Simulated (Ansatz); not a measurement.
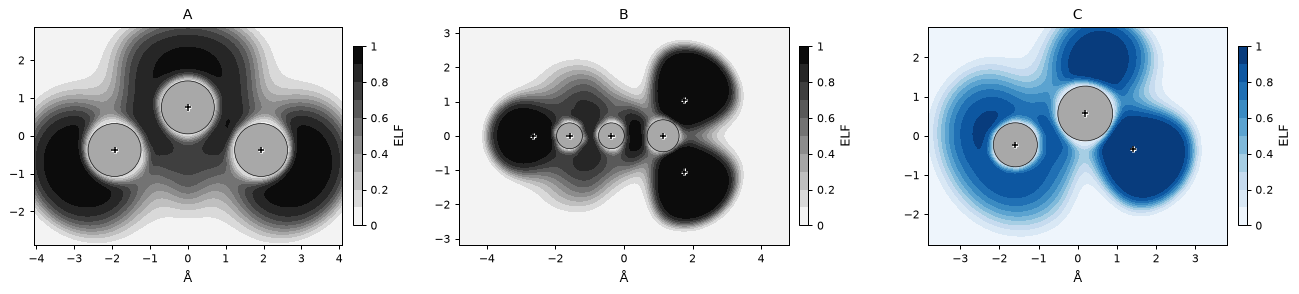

The electron localisation function of 3 systems, each on a plane through atoms (crosses mark nuclei in the plane; grey discs cover the cores).

All numbers below come from Ansatz, isolated molecule in a Gaussian basis; Kohn-Sham density functional theory, functional PBE0.

System 1: C2H3B (SMILES BC#C), the molecular plane. Geometry: B3LYP-D3(BJ)/def2-SVP.

```xyz
6

C    -1.5361   -0.5379    0.2501
C    -1.7640   -1.7133    0.4932
B    -1.2551    0.9128   -0.0500
H    -0.9994    1.2580   -1.1759
H    -1.2857    1.7295    0.8356
H    -1.9645   -2.7476    0.7070
```

System 2: Si3 (triplet), the molecular plane. Geometry: r2SCAN-D4/def2-TZVP.

```
atom    x (Å)    y (Å)    z (Å)
  Si   0.4092   0.7245   0.9176
  Si  -1.7757   0.2448   0.8121
  Si   1.8487  -0.3697  -0.4036
```

System 3: HSSi (SMILES [SiH]=S) (doublet), the molecular plane. Geometry: r2SCAN-D4/def2-TZVP.

```yaml
atoms:
  - { symbol: S, position_ang: [0.9706, 1.3381, 0.6321] }
  - { symbol: Si, position_ang: [-0.8462, 0.6562, 0.3983] }
  - { symbol: H, position_ang: [-1.2074, -0.0512, -0.8932] }
```

Q: Match each panel to its system.

A: Panel A is system 2, Si3: the plane holds Si. Si–Si (2.24 Å): the ELF peaks at about 0.90 between the atoms; a shared electron pair. Panel B is system 1, C2H3B: the plane holds C, B and H. C–C (1.22 Å): the ELF peaks at about 0.85 between the atoms (a multiple bond). Panel C is system 3, HSSi: the plane holds S, Si and H. Si–S (1.95 Å): the ELF peaks at about 0.85 between the atoms: a covalent bond.
